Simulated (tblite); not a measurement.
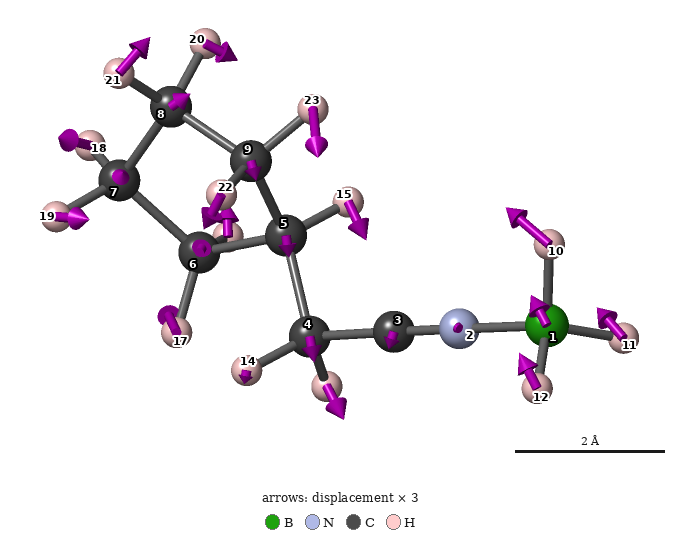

This is a relaxation of C$_{7}$H$_{14}$BN. The starting structure is drawn; purple arrows show the displacements, 3 times their true length. The two geometries are superimposed by the best rigid fit.

A ball-and-stick model, seen from a free direction.

Theory: GFN2-xTB geometry optimisation, gas phase (tblite 0.8.0). 

Atoms of which element are displaced furthest, and by how much?

Answer. Hydrogen: up to 0.32 Å, against 0.16 Å for boron.

Describe the change and its energy.

Answer. Over 80 geometry steps the energy falls by 13.9 kcal/mol. The atom that moves furthest after the best rigid fit is an H atom (0.32 Å). Largest moves by element: H 0.32 Å, B 0.16 Å, C 0.12 Å, N 0.03 Å. Among the contacts that change: B–N 1.514 → 1.465 Å, C–C 1.486 → 1.533 Å, C–C 1.478 → 1.436 Å, C–H 1.128 → 1.088 Å. Among the angles between lasting bonds that change: C–C–C 105.6° → 112.1°, C–C–H 113.8° → 108.0°, C–C–H 107.1° → 112.6°.
